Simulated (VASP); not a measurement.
Band structure of CrCuO$_{2}$ (space group R-3m). All values below come from PBE GGA, VASP's PBE PAW potentials (set 64) (plane waves; VASP 6.6.1).

The moments were started parallel, and other spin orders were not tried in this run.

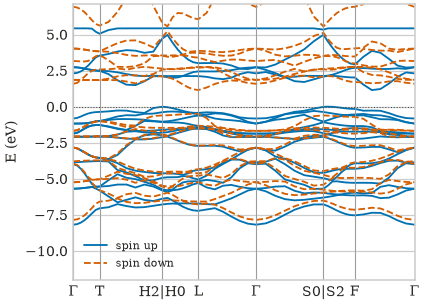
Figure. Bands along high-symmetry lines, zero at the valence-band maximum or, without a gap, the Fermi level

Problem. Read the plot: is there a gap, and where are the band edges?

Solution. The gap is indirect, 1.10 eV, from the valence maximum at S2-F at 0.14 to the conduction minimum at (0.43, 0.43, 0.14).

The structure was generated: CrCuO2 was put into an ordered model structure, which need not be its known phase. The cell was not relaxed at this level.
